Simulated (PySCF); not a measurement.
C7H9ClSi

Input

```
{"job": {"kind": "nmr", "xc": "PBE0", "basis": "pcSseg-1"}, "charge": 0, "multiplicity": 1}
Si    -2.385229     0.817637    -0.502579
C     -0.877422     0.099998     0.374109
C     -1.015627    -1.092940     1.295122
C     -0.118700    -1.828016     0.646477
C      0.196009    -0.762636    -0.373536
C      1.188641     0.275649     0.101699
C      2.641652     0.361465    -0.132750
Cl     2.955478     0.806517    -1.854543
C      0.276066     0.999737     0.752956
H     -1.919066     1.709041    -1.563640
H     -3.161321    -0.294040    -1.053339
H     -3.179153     1.557268     0.481182
H     -1.618370    -1.230782     2.172729
H      0.292754    -2.812215     0.772984
H      0.164402    -1.010280    -1.428316
H      3.106760     1.135020     0.477565
H      3.133436    -0.599695     0.020936
H      0.310931     1.874591     1.374627
```

Run with:

```sh
OMP_NUM_THREADS=1 python probes_run.py task.json out
```

Geometry: GFN2-xTB.

Computed with PySCF 2.14.0, PBE0/pcSseg-1, SCF density, gas phase, non-relativistic.

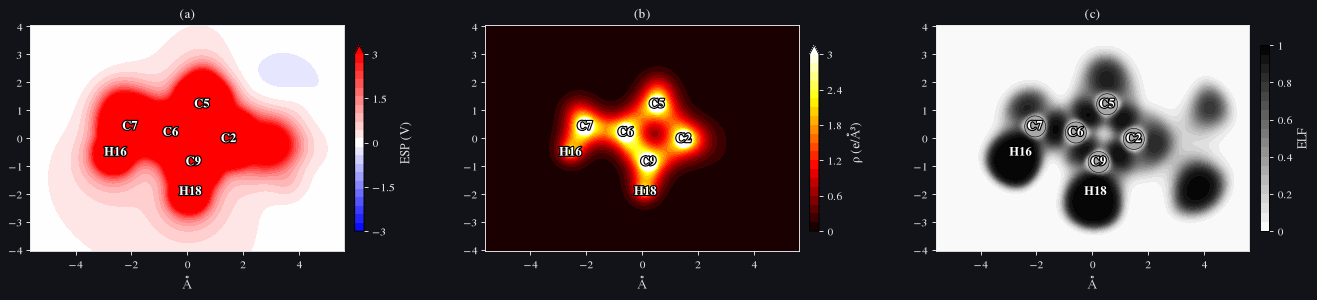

Figure 1. (a) molecular electrostatic potential; (b) total electron density; (c) electron localisation function on the plane of atoms C6, C9 and H18. Grey discs cover the atomic cores in the ELF map.

### What does the map show?

- The section cuts through C and H sites.
- C–C (1.33 Å): ρ at the midpoint is about 2.3 e/Å³; the ELF peaks at about 0.90 between the atoms; a multiple bond.
- C–H (1.09 Å): ρ at the midpoint is about 2 e/Å³; the ELF climbs to about 1 towards the hydrogen, as it does in any bond to H; a covalent bond by its length.
- C–C (1.47 Å): ρ is about 1.8 e/Å³ halfway; the ELF peaks at about 0.95 between the atoms (a shared electron pair).
- The potential has no marked negative region in this plane.

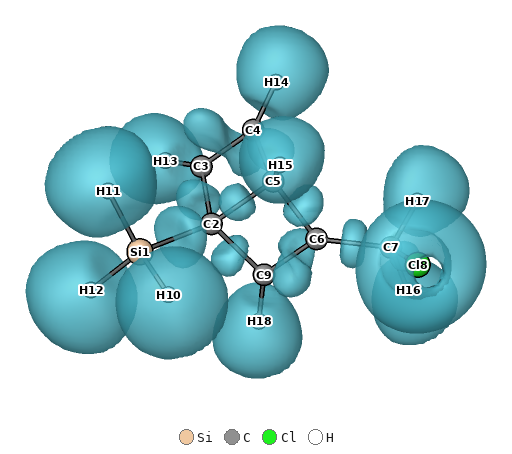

Figure 2. Isosurface of the ELF at 0.8 (cyan), seen at an oblique angle. Core shells and regions of very low density are left out.

### Describe the localisation domains.

The surface consists of eight regions between bonded C–C atoms (shared pairs), one region between bonded C–Cl atoms (shared pairs), one region between bonded C–Si atoms (shared pairs), nine regions around hydrogen nuclei and one ring or bowl of non-bonding electrons around Cl.


 C–Cl (1.81 Å): the ELF peaks at about 0.90 between the atoms (a covalent bond).

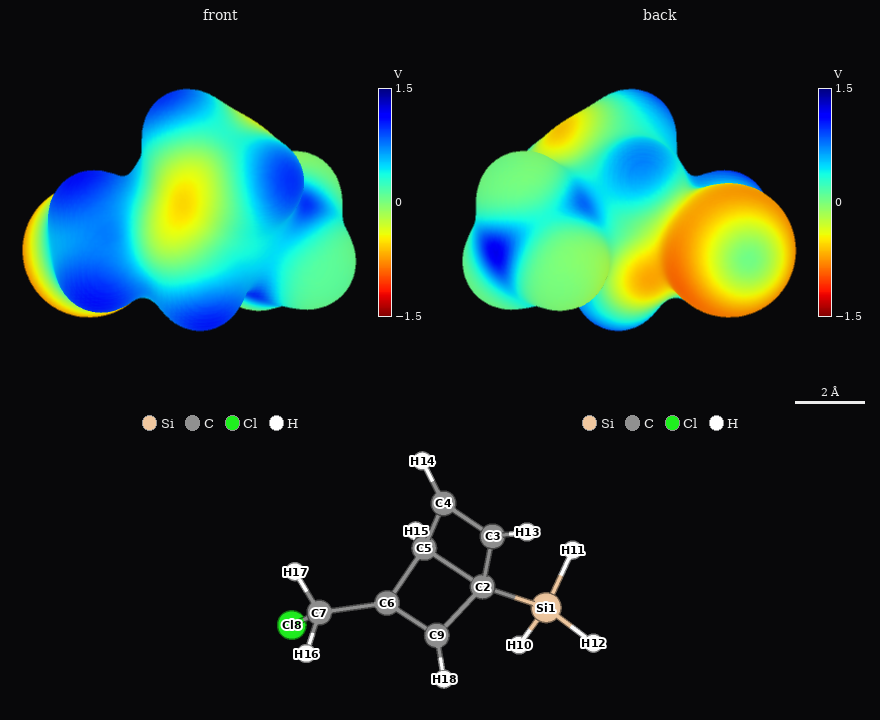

Figure 3. The molecular electrostatic potential painted on the density surface at 0.002 e/bohr³, seen from the front and from behind; the colour scale runs from red (negative) to blue (positive). The bare structure is drawn below in the same view.

### Which sites attract a positive test charge, and which a negative one?

A positive charge is drawn to the negative regions and a negative charge to the positive ones. The most negative region (about −0.9 V) lies over Cl8, the most positive (about +1.1 V) over Si1, H16, H17 and H18.
